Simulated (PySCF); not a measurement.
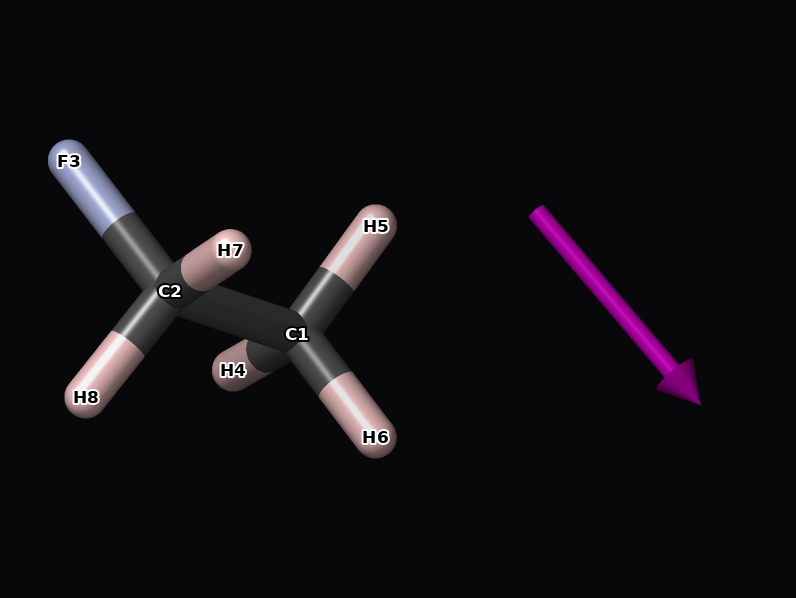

The arrow beside the molecule shows the direction of the dipole moment, from the negative to the positive end (its length means nothing). Computed geometry: GFN2-xTB optimisation. No frequency run is at hand to confirm it as a minimum. Level of theory: CAM-B3LYP/def2-SVPD, gas phase (PySCF 2.14.0).

Estimate the dipole moment.

1.97 D; it points from the side of F3 to the side of H6 (the outermost atoms at the two ends).
